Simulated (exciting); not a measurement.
# Core excitons at the Se K edge of SnSe, part 3 of 3

How far do the exchange and direct terms reshape the Se K edge of SnSe?

exciting sodium; X-ray absorption, core-level Bethe-Salpeter equation, exchange and statically screened direct term, Tamm-Dancoff, all-electron LAPW+lo LDA.

So far. Step 7 (Direct term alone): Maxima (height): 2.5 eV (1.00) and 13.3 eV (0.38). The spectrum is that of the singlet run within 1 %. Step 10 (Ground state with other settings): Against the second ground state the total energy moves by 4914 meV an atom and the gap by 0.16 eV.

**11. A changed run**

Contents of input.xml:

```
<input>
  <title>SnSe</title>
  <structure speciespath="." autormt="false" epslat="1.0e-5">
    <crystal>
      <basevect>0.0000000000 5.6880756341 5.6880756341</basevect>
      <basevect>5.6880756341 0.0000000000 5.6880756341</basevect>
      <basevect>5.6880756341 5.6880756341 0.0000000000</basevect>
    </crystal>
    <species speciesfile="Sn.xml" rmt="2.300">
      <atom coord="0.0000000000 0.0000000000 0.0000000000"/>
    </species>
    <species speciesfile="Se.xml" rmt="2.300">
      <atom coord="0.5000000000 0.5000000000 0.5000000000"/>
    </species>
  </structure>
  <groundstate do="skip" xctype="LDA_PW" ngridk="4 4 4" rgkmax="4.5" gmaxvr="14" nempty="8" swidth="0.001" maxscl="100" epsengy="1e-5"/>
  <xs xstype="BSE" ngridk="5 5 5" ngridq="5 5 5" vkloff="0.097 0.273 0.493" rgkmax="4.5" nempty="25" gqmax="3" lmaxapwwf="5" lmaxemat="2" broad="0.04300" tevout="true">
    <energywindow intv="458.003 459.620" points="439"/>
    <screening screentype="full" nempty="44"/>
    <BSE xas="true" xasspecies="2" xasatom="1" xasedge="K" bsetype="singlet" nstlxas="1 21"/>
    <qpointset>
      <qpoint>0 0 0</qpoint>
    </qpointset>
    <plan>
      <doonly task="xsgeneigvec"/>
      <doonly task="writepmatxs"/>
      <doonly task="scrgeneigvec"/>
      <doonly task="scrwritepmat"/>
      <doonly task="screen"/>
      <doonly task="scrcoulint"/>
      <doonly task="exccoulint"/>
    </plan>
  </xs>
</input>
```

Started as:

```sh
$ OMP_NUM_THREADS=1 mpirun -n 2 exciting
```

Numbers of over 12 decimals in the logs are rounded to 6 here.

Log:

```text
| EXCITING SODIUM started for task xsgeneigvec ( 301)                          =
One-shot GS runs for BSE calculations
One-shot GS runs for k+qmt/2 grids
Info(xsgeneigvec): Generating eigenvectors for Q-point      1
Info(xsgeneigvec): Generation of eigenvectors finished
| EXCITING SODIUM started for task writepmatxs ( 320)                          =
Info(writepmatxs): Momentum matrix elements finished
| EXCITING SODIUM started for task scrgeneigvec ( 401)                         =
One-shot GS runs for BSE calculations
One-shot GS runs for k+qmt/2 grids
Info(xsgeneigvec): Generating eigenvectors for Q-point      1
Using screening GS parameters.
Info(xsgeneigvec): Generation of eigenvectors finished
| EXCITING SODIUM started for task scrwritepmat ( 420)                         =
Info(writepmatxs): Momentum matrix elements finished
Info(scrwritepmat): Momentum matrix elements for screening finished
| EXCITING SODIUM started for task screen ( 430)                               =
Info(screenlauncher): Calculating screening for unshifted q-grid.
Info(screenlauncher): Number of q points:      10
Info(screenlauncher): lowest (partially)  unoccupied state:     19
Info(screenlauncher): highest (partially) occupied state  :     18
Info(screenlauncher): number of occupied states considered:   18
Info(screenlauncher): number of unoccupied states considered:   45
Info(screenlauncher): Starting loop over q-points
Info(screenlauncher): Screening for unshifted q-grid finished
Info(screenlauncher): Screening finished
| EXCITING SODIUM started for task scrcoulint ( 440)                           =
Info(scrcoulintlauncher): Setting up screened Coulomb interaction matrix W.
Info(scrcoulintlauncher): Using momentum transfer vectors from list :   1 to  1
Info(scrcoulintlauncher): Calculating screened Coulomb interaction matrix W
Info(scrcoulintlauncher): Momentum transfer list index: iqmt=  1
Info(scrcoulintlauncher): Momentum transfer: vqmtl=   0.000   0.000   0.000
Info(scrcoulintlauncher): Calculating RR block of W
Info(scrcoulint): Inspecting occupations...
Info(setranges_modxs): Number of non-reduced k-points:      125
Info(setranges_modxs): Number of states considered:       44
Info(setranges_modxs): Number of (partially) occupied states:       18
Info(setranges_modxs): Highest (partially) occupied states:       18
Info(setranges_modxs): Number of (partially) unoccupied states:       26
Info(setranges_modxs): Lowest (partially) unoccupied states:       19
Info(scrcoulint): Selecting transitions...
Info(select_transitions): Inspecting transitions in the  band interval:
  lowest occupied state:   1
  highest occupied state:   2
  lowest unoccupied state:  19
  highest unoccupied state:  39
  Opening gap with a scissor of:      0.000/H      0.000/eV
Info(select_transitions): Number of participating transitions:    5250
Info(scrcoulint): Size of file SCCLI will be about     0.206999 GB
Info(scrcoulint): Using q-grid
Info(scrcoulint): Number of reduced q-points:     10
Info(scrcoulint): Number of non-reduced q-points:    125
    1.956521739    
Warning(init2/xs): input%xs%gqmax >= gkmax:    3.000000000       1.956521739    
Warning(init2/xs): input%xs%gqmax >= gkmax:    3.000000000       1.956521739    
Warning(init2/xs): input%xs%gqmax >= gkmax:    3.000000000       1.956521739    
Warning(init2/xs): input%xs%gqmax >= gkmax:    3.000000000       1.956521739    
Warning(init2/xs): input%xs%gqmax >= gkmax:    3.000000000       1.956521739    
Warning(init2/xs): input%xs%gqmax >= gkmax:    3.000000000       1.956521739    
mkdir: cannot create directory ‘EMATRAD’: File exists
Warning(init2offs/xs): input%xs%gqmax >= gkmax:    3.000000000       1.956521739    
Warning(init2offs/xs): input%xs%gqmax >= gkmax:    3.000000000       1.956521739    
Warning(init2offs/xs): input%xs%gqmax >= gkmax:    3.000000000       1.956521739    
Warning(init2offs/xs): input%xs%gqmax >= gkmax:    3.000000000       1.956521739
```

Elapsed: 8.3 min, on 2 MPI ranks of Arm Neoverse V2, shared host.

The run was cut off at its time limit.

What this input changed: basis cutoff rgkmax from 7 to 4.5.

**12. The levels of theory side by side**

```csv
level,curve passes 0.15 (eV),highest maximum (eV),its height
IP,-0.4,3.8,0.85
RPA,-0.4,3.8,0.85
direct only,-1.5,2.5,1.00
singlet,-1.5,2.5,1.00
```

```csv
E (eV),IP,RPA,direct only,singlet
-7.0,0.02,0.02,0.03,0.03
-6.0,0.03,0.03,0.03,0.03
-5.0,0.03,0.03,0.04,0.04
-4.0,0.04,0.04,0.06,0.06
-3.0,0.05,0.05,0.08,0.08
-2.0,0.07,0.07,0.12,0.12
-1.0,0.11,0.11,0.21,0.21
0.0,0.20,0.20,0.40,0.40
1.0,0.35,0.35,0.72,0.72
2.0,0.55,0.55,0.97,0.97
3.0,0.77,0.77,0.95,0.95
4.0,0.84,0.84,0.70,0.70
5.0,0.65,0.65,0.45,0.45
6.0,0.39,0.39,0.29,0.29
7.0,0.26,0.26,0.22,0.22
8.0,0.23,0.23,0.22,0.22
9.0,0.24,0.24,0.24,0.24
10.0,0.27,0.27,0.29,0.29
11.0,0.32,0.32,0.34,0.34
12.0,0.35,0.35,0.37,0.37
13.0,0.38,0.38,0.38,0.38
14.0,0.39,0.39,0.37,0.37
15.0,0.38,0.38,0.35,0.35
16.0,0.36,0.36,0.33,0.33
17.0,0.37,0.37,0.35,0.35
18.0,0.42,0.42,0.38,0.38
19.0,0.46,0.46,0.39,0.39
```

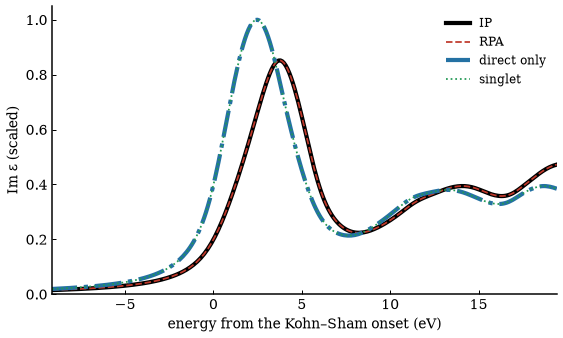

The spectrum at each level.

**13. Results**

| Item | Value |
| --- | --- |
| absorber and edge | Se K, atom 2 |
| surroundings | 6 Sn at 3.01 Å (octahedral, site symmetry m-3m) |
| first bright state | -0.03 eV from the Kohn–Sham onset, on this mesh |
| highest maximum | 2.5 eV |
| cost of the BSE run | 33 min on 2 MPI ranks of Arm Neoverse V2, shared host; the last task ran on as many threads |

Is a core exciton bound? Undecided on this mesh: the first bright state (over 5 % of the brightest) lies at -0.03 eV from the Kohn–Sham onset. Changing the half width (eV) from 1.17 to 3.51 alters the spectrum by 37 % r.m.s. Exchange alone changes the independent-particle spectrum by 0.0 % r.m.s. Leaving exchange out of the full kernel changes the spectrum by 0.0 % r.m.s. A mesh of 125 points doesn't converge binding energies. The kernel cutoff is low for a compact core orbital, so the effect of exchange is a lower bound. The zero comes from the shifted mesh, which comes near the band minimum without meeting it. The Kohn–Sham onset, 12474 eV, is no photon energy (tabulated edge of the element: 12658 eV): the scale needs a rigid shift. No quasiparticle correction widens the gap or stretches the bands. Vibrations and energy-dependent lifetimes are left out. The structure is a published determination, not relaxed.

[Banner, clock and machine lines of the logs are left out without a mark of their own.]

[Logs are printed without paths, hosts, clocks, repeated set-up lines and the standing remarks that a program may print on its own settings, such as how far it seeks lower states.]

[Hosts, paths, dates, database ids (printed as entryN), source tags and the programs' standing remarks are cut or masked in the printed files.]
